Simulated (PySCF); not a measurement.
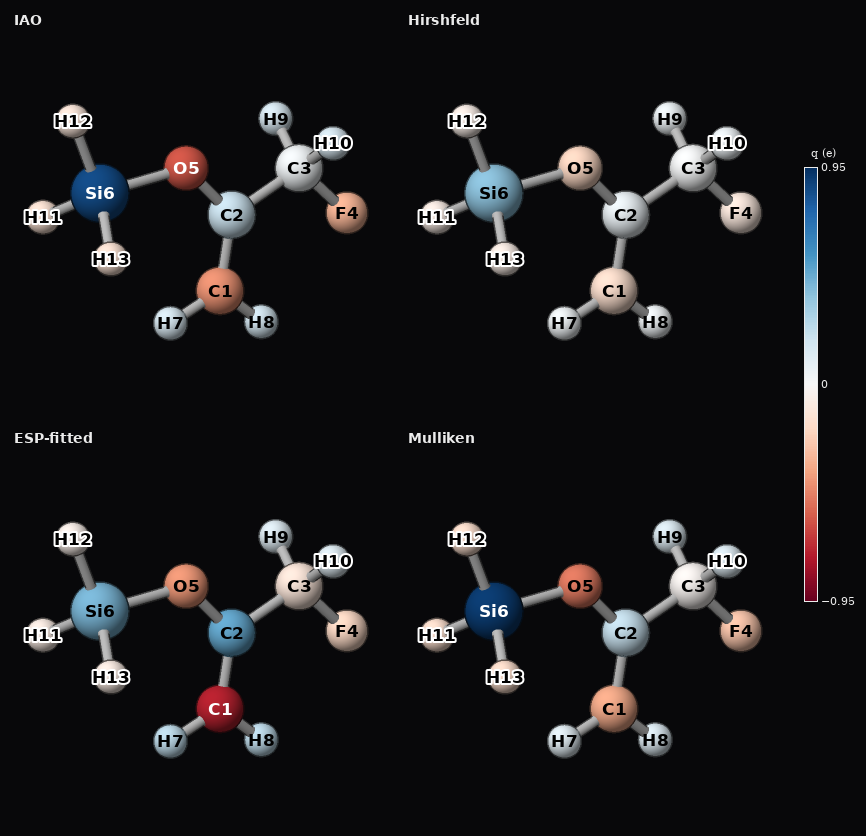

Atomic charges of one calculation by 4 schemes, on one colour scale. The computed structure is the end point of a PBE0-D3(BJ)/def2-SVP optimisation. No frequency run is at hand to confirm it as a minimum. Level of theory: PBE0/IGLO-III (PySCF 2.14.0).

> On which atom do the schemes disagree most?

On C1 (from −0.73 to −0.16 e).

List the charges (e), one line for each set of equivalent atoms.

```
atom    IAO  Hirshfeld  ESP-fitted  Mulliken
  C1  −0.43      −0.16       −0.73     −0.35
  C2   0.20       0.06        0.49      0.22
  C3   0.03       0.01       −0.12     −0.03
  F4  −0.32      −0.10       −0.19     −0.26
  O5  −0.59      −0.20       −0.41     −0.49
 Si6   0.85       0.39        0.44      0.90
  H7   0.15       0.04        0.24      0.11
  H8   0.18       0.04        0.24      0.13
  H9   0.16       0.05        0.12      0.13
 H10   0.16       0.05        0.12      0.13
 H11  −0.13      −0.07       −0.08     −0.16
 H12  −0.12      −0.06       −0.06     −0.16
 H13  −0.14      −0.07       −0.08     −0.17
```
